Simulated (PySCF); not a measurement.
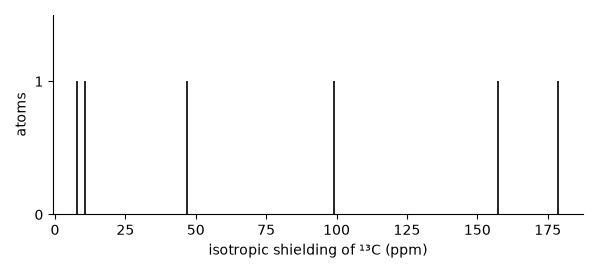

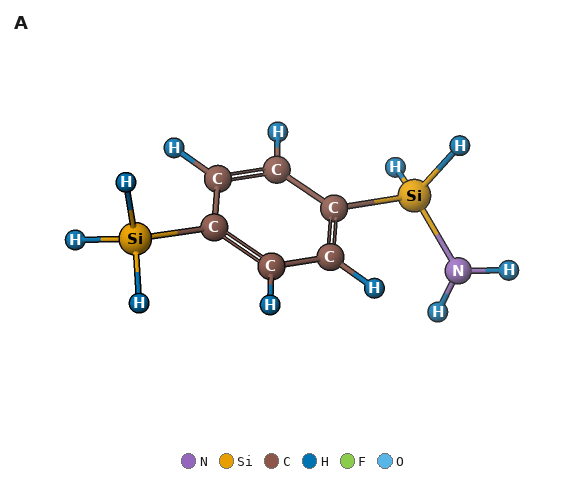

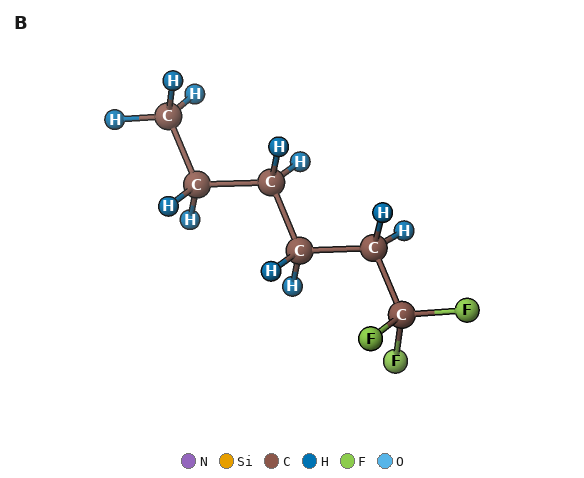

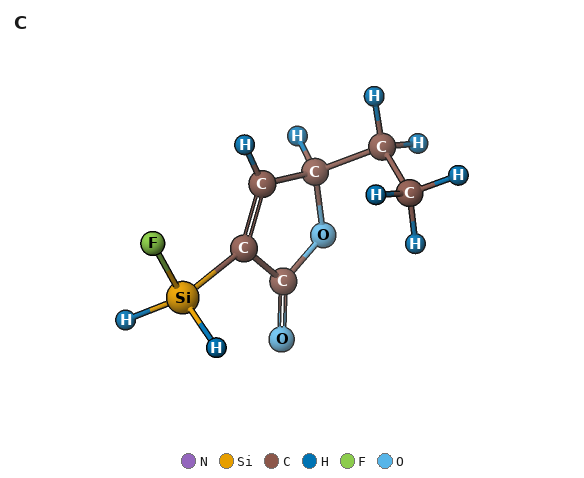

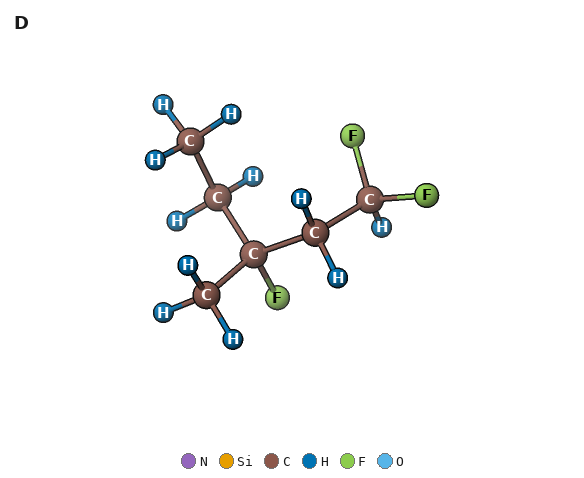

The sticks are computed shieldings of one of the molecules, for one fixed geometry (GFN2-xTB) without averaging over rotations. Low shielding means a high chemical shift. Method: GIAO PBE0/pcSseg-1 NMR shielding, non-relativistic, gas phase (PySCF 2.14.0).

> Which molecule gives this pattern?

C, `CC[C@@H]1C=C([SiH2]F)C(=O)O1`. Its 6 C atoms give lines at 7.9, 10.5, 46.8, 99.1, 157.4, 178.8 ppm.

The geometry is semi-empirical. Around Si such bond lengths and angles can be off by a tenth of an ångström or more and by several degrees, and values that hang on the shape move with them.
